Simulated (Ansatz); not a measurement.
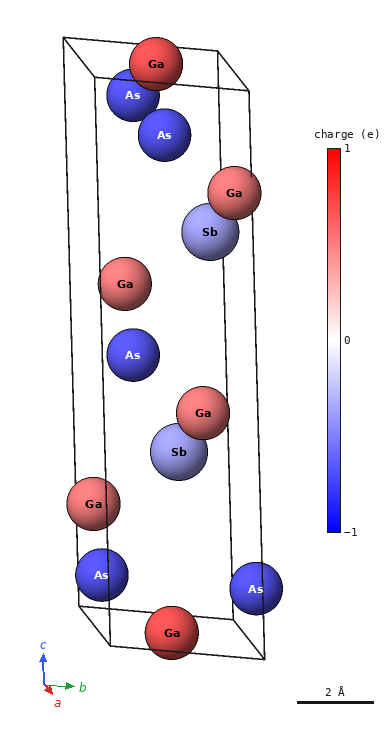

Spheres-only representation of a periodic structure, projected slightly off an axis. Lines trace the edges of the cell (the run's own, in a reduced setting). The atoms of this Ga₅Sb₂As₃ cell are coloured by their Bader charge.

Results below were computed with Ansatz 0.2.0, DFT PBE, scalar-relativistic, plane waves, PAW; the settings were a basis cut at 420 eV, k-points about 0.18 Å⁻¹ apart, Gaussian smearing of 0.1 eV, no spin polarisation.

Question: Which atoms are positive and which negative?

Answer: Most positive: Ga; most negative: As. Charges: about Ga +0.5 to +0.7 e; Sb -0.3 e; As -0.7 to -0.6 e.

It goes back to a structure type filled with these elements by a generator (whether the compound takes this form wasn't checked). Earlier steps of the study, as a rule a relaxation of our own, may have changed the cell and positions, so they can lie some per cent off the listed ones. It went into a calculation with Ansatz.
